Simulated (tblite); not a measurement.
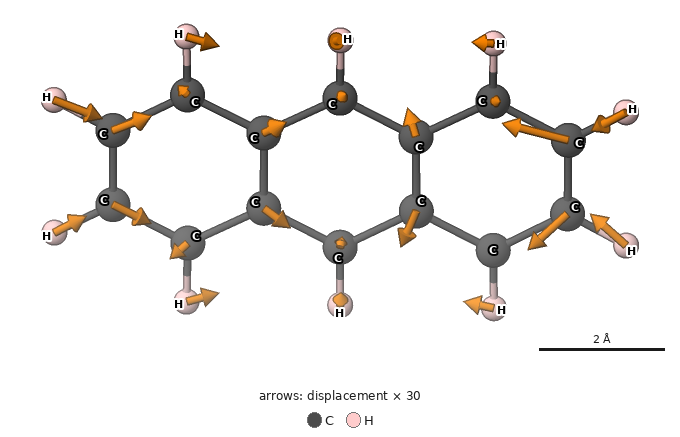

A relaxation of C14H10. The starting structure is drawn; orange arrows show the displacements, 30 times their true length. The two geometries are superimposed by the best rigid fit.

The picture is a ball-and-stick view, seen at a tilt.

These are results of tblite, GFN2-xTB geometry optimisation, gas phase, not measurements. 

Q: What did the optimiser do to the structure, and how much energy did it gain?

A: The energy falls by 18.1 kJ/mol in 15 geometry steps. The atom that moves furthest after the best rigid fit is a C atom (0.038 Å). By element the largest moves are C 0.038 Å, H 0.030 Å. Some distances before and after: C–C 1.401 → 1.361 Å, C–C 1.396 → 1.431 Å, C–C 1.382 → 1.411 Å, C–C 1.412 → 1.392 Å. Among the angles between lasting bonds that change: C–C–H 121.3° → 119.0°. The run took 0.2 s on 2 threads of Intel(R) Xeon(R) Platinum 8488C, with other jobs on the host.
